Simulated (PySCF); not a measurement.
Vertical excitations of a molecule C2H6GeO3 from TDDFT-PBE/def2-SVPD run with PySCF 2.14.0, as energy in eV (oscillator strength): 3.36 (0.001), 4.93 (0.002), 4.99 (0.018), 5.20 (0.005), 5.31 (0.002), 5.88 (0.031), 5.91 (0.069), 6.18 (0.040), 6.32 (0.076), 6.49 (0.030). Lowest triplet (TDA): 2.75 eV. Geometry optimised at PBE0-D3(BJ)/def2-SVP. One conformer was computed; it need not be the lowest.

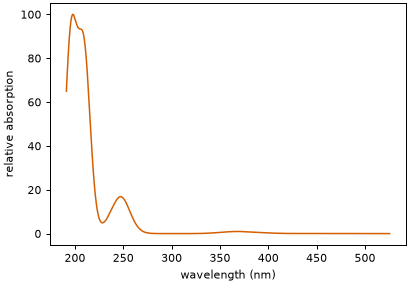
Figure. The lines broadened by 0.4 eV.

Task: Which structure fits?
A. C[C](=O)[GeH]([OH])[OH]
B. C=[CH][Ge]([OH])([OH])[OH]
C. C[O][Ge@H]([OH])[CH]=O
D. O=[C](O)[GeH2][CH2]O

Result: A, C[C](=O)[GeH]([OH])[OH]
